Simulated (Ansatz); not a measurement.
# doublet [SnH4]+: levels of theory compared

We compute a comparison of 6 runs (UHF/STO-3G, U-wB97X/STO-3G, UBHLYP/STO-3G, UHSE06/STO-3G, UBCCD(T)/STO-3G, UCCSDTQ/STO-3G) of doublet [SnH4]+. 

The results are computed with Ansatz 0.2.0.

32 further runs of the same task are left out: 3 that didn't finish, 29 set aside as unsound or not needed.

### Step 1. The system as given

[SnH4]+ has 5 atoms, charge +1, and is taken as a doublet. SMILES of the parent species: `[SnH4]`. Geometry: relaxed at PBE0-D4/def2-TZVP. That shape belongs to the parent species and isn't relaxed for this state.

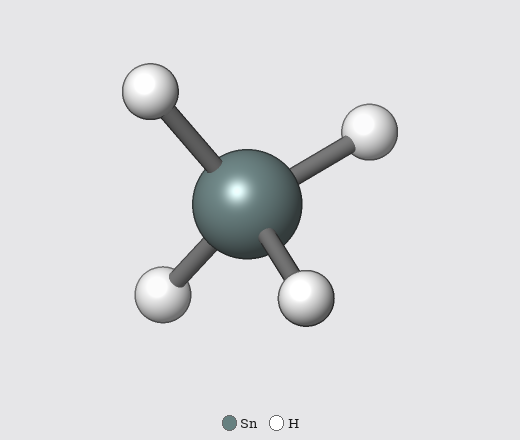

Viewed from a chosen angle; tin teal, hydrogen white.

### Step 2. A single-point energy at UHF/STO-3G (run 1)

run.yaml reads:

```yaml
crystal:
  periodic: [false, false, false]
  atoms:
    - symbol: Sn
      position_ang: [0.000030, 0.000010, 0.000040]
    - symbol: H
      position_ang: [0.823920, -0.853480, 1.222940]
    - symbol: H
      position_ang: [-1.563610, 0.403420, 0.543140]
    - symbol: H
      position_ang: [-0.116810, -0.974610, -1.392490]
    - symbol: H
      position_ang: [0.856470, 1.424640, -0.373640]
basis:
  gaussian:
    orbitals: STO-3G
hamiltonian:
  xc: hf
magnetization:
  spin_polarized: true
  initial_magnetization: 1
accuracy: high
total_charge: 1
```

Command:

```sh
ansatz run run.yaml --threads 1 --pin off --max-ram 3480MiB --events-out events.jsonl --progress --plain --runs-dir runs
```

Log:

```text
Warning: RAYON_NUM_THREADS=1 ignored (pool sized by the plan → 1); use --threads N
Functional definition: HF
  name "HF"
  exchange = exact_x
  correlation = 0
543 factors; integrals over basis functions are off by at most 4.9e-9 eV
mean field evaluation 1: about -162322.3243 eV, gradient 5.2e0 eV
mean field evaluation 2: about -162322.3031 eV, gradient 5.2e0 eV
mean field evaluation 4: about -162322.7581 eV, gradient 1.2e0 eV
mean field evaluation 8: about -162323.0495 eV, gradient 3.5e-1 eV
mean field evaluation 16: about -162323.0852 eV, gradient 5.4e-4 eV
mean field evaluation 32: about -162323.0037 eV, gradient 4.0e-2 eV
mean field evaluation 64: about -162323.0751 eV, gradient 2.5e-1 eV
mean field evaluation 96: about -162323.0853 eV, gradient 1.7e-6 eV
mean field evaluation 128: about -162323.0257 eV, gradient 1.7e-1 eV
mean field evaluation 160: about -162322.7384 eV, gradient 7.7e-1 eV
mean field evaluation 192: about -162323.0135 eV, gradient 1.4e-1 eV
mean field evaluation 224: about -162322.5830 eV, gradient 1.9e0 eV
mean field evaluation 256: about -162323.0331 eV, gradient 1.4e0 eV
mean field -162323.08532908 eV, -5965.2633593045 hartree, gradient 3.3e-8 eV, S^2 0.763288; 15 other end points of the search recorded, 0 dependent functions left out
reference -162323.08532908 eV, -5965.2633593045 hartree; 27, 26 occupied and 4, 5 virtual orbitals, 543 factors
Total energy: -162323.08532908 eV, -5965.2633593045 hartree
```

It took 1.9 s on 1 thread of Arm Neoverse V2, shared host; peak memory 0.092 GiB.

### Step 3. A single-point energy at U-wB97X/STO-3G (run 2)

in.yaml reads:

```yaml
crystal:
  periodic: [false, false, false]
  atoms:
    - symbol: Sn
      position_ang: [0.000030, 0.000010, 0.000040]
    - symbol: H
      position_ang: [0.823920, -0.853480, 1.222940]
    - symbol: H
      position_ang: [-1.563610, 0.403420, 0.543140]
    - symbol: H
      position_ang: [-0.116810, -0.974610, -1.392490]
    - symbol: H
      position_ang: [0.856470, 1.424640, -0.373640]
basis:
  gaussian: {orbitals: STO-3G}
total_charge: 1
magnetization: {spin_polarized: true, initial_magnetization: 1}
hamiltonian: {xc: {name: wB97X}}
accuracy: high
```

Command:

```sh
ansatz run in.yaml --threads 1 --pin off --max-ram 3480MiB --events-out events.jsonl --progress --plain --runs-dir runs
```

Log:

```text
Warning: RAYON_NUM_THREADS=1 ignored (pool sized by the plan → 1); use --threads N
Functional definition: wB97X
  name "wB97X"
  parameter omega = 0.3/bohr
  parameter cx = 0.157706
  parameter cx1 = 0.726479
  parameter cx2 = 1.04760
  parameter cx3 = -5.70635
  parameter cx4 = 13.2794
  parameter css1 = -4.33879
  parameter css2 = 18.2308
  parameter css3 = -31.7430
  parameter css4 = 17.2901
  parameter cos1 = 2.37031
  parameter cos2 = -11.3995
  parameter cos3 = 6.58405
  parameter cos4 = -3.78132
  exchange = spin_sum(e_x_unif_sr(omega)*poly(b97_u_x, 1 - cx, cx1, cx2, cx3, cx4)) + cx*exact_x_sr(omega)
      + exact_x_lr(omega)
  correlation = spin_sum(e_c_pw_same_spin*poly(b97_u_same, 1, css1, css2, css3, css4))
      + integral(e_c_pw_opposite_spin*poly(b97_u_opposite, 1, cos1, cos2, cos3, cos4))
543 factors; integrals over basis functions are off by at most 4.9e-9 eV
124 factors; integrals over basis functions are off by at most 1.1e-9 eV
mean field evaluation 1: about -162383.3310 eV, gradient 6.1e0 eV
mean field evaluation 2: about -162383.7977 eV, gradient 1.4e0 eV
mean field evaluation 4: about -162383.8370 eV, gradient 2.6e-1 eV
mean field evaluation 8: about -162383.7817 eV, gradient 2.4e-1 eV
mean field evaluation 16: about -162383.8421 eV, gradient 1.6e-2 eV
mean field evaluation 32: about -162383.7666 eV, gradient 1.9e0 eV
mean field -162383.84215524 eV, -5967.4961314837 hartree, gradient 1.5e-8 eV, S^2 0.760413; 4 other end points of the search recorded, 0 dependent functions left out
reference -162383.84215364 eV, -5967.4961314249 hartree; 27, 26 occupied and 4, 5 virtual orbitals, 543 factors
Total energy: -162383.84215364 eV, -5967.4961314249 hartree
```

Run time: 18 s. Hardware: 1 thread of Arm Neoverse V2, shared host; peak memory 0.4 GiB.

Runs 3 to 5 aren't shown in full; the table further down has their settings and results.

### Step 4. The energy at UCCSDTQ/STO-3G (run 6)

run.yaml reads:

```yaml
crystal:
  periodic: [false, false, false]
  atoms:
    - {symbol: Sn, position_ang: [0.000030, 0.000010, 0.000040]}
    - {symbol: H, position_ang: [0.823920, -0.853480, 1.222940]}
    - {symbol: H, position_ang: [-1.563610, 0.403420, 0.543140]}
    - {symbol: H, position_ang: [-0.116810, -0.974610, -1.392490]}
    - {symbol: H, position_ang: [0.856470, 1.424640, -0.373640]}
basis:
  gaussian:
    orbitals: STO-3G
total_charge: 1
magnetization:
  spin_polarized: true
  initial_magnetization: 1
correlation:
  method: ccsdtq
  frozen_orbitals: {H: 0, Sn: 18}
accuracy: high
scf:
  omitted_lower_state_checks: [cluster_reference, increment]
```

Command:

```sh
ansatz run run.yaml --threads 1 --pin off --max-ram 3480MiB --events-out events.jsonl --progress --plain --runs-dir runs
```

Log:

```text
Warning: RAYON_NUM_THREADS=1 ignored (pool sized by the plan → 1); use --threads N
[... 15 lines left out ...]
18 core orbitals not correlated: weight in the atoms' cores, before any rotation towards them, 1.000 or more for the frozen orbitals, at most 0.000 for the correlated occupied ones
[... 98 lines left out ...]
Total energy: -162324.83537868 eV, -5965.3276724414 hartree
Checks for a lower state left out: cluster_reference, increment
```

Run time: 1.7 min. Hardware: 1 thread of Arm Neoverse V2, shared host; peak memory 0.52 GiB.

### Step 5. All runs side by side

```csv
run,level,frozen core orbitals,energy (Eh),⟨S²⟩,wall time
1,UHF/STO-3G,–,-5965.263359,0.763,1.9 s
2,U-wB97X/STO-3G,–,-5967.496131,0.760,18 s
3,UBHLYP/STO-3G,–,-5967.518194,0.770,11 s
4,UHSE06/STO-3G,–,-5967.081175,0.757,8.1 s
5,UBCCD(T)/STO-3G,18,-5965.327038,0.763,2.3 s
6,UCCSDTQ/STO-3G,18,-5965.327672,0.763,1.7 min
```

### Step 6. Results

| quantity | value |
| --- | --- |
| run 6: total energy | -5965.32767 Eh |
| run 6: correlation energy (18 core orbitals frozen) | -64.3 mEh |
| run 6: ⟨S²⟩ of the reference determinant | 0.763 |
| run 6: T1 diagnostic | 0.052 |

What this shows: Below the UHF energy at the same shape and in the same basis (STO-3G): UBCCD(T) -63.7 mEh; UCCSDTQ -64.3 mEh. Totals of different functionals can't be ranked against each other. In runs 1, 2, 3, 4, 5, 6 the basis is minimal, so the values are rough. In runs 1, 2, 3, 4, 5, 6 relativity is left out where basis or elements ask for it. All runs together took 2.4 min, the longest 1.7 min.
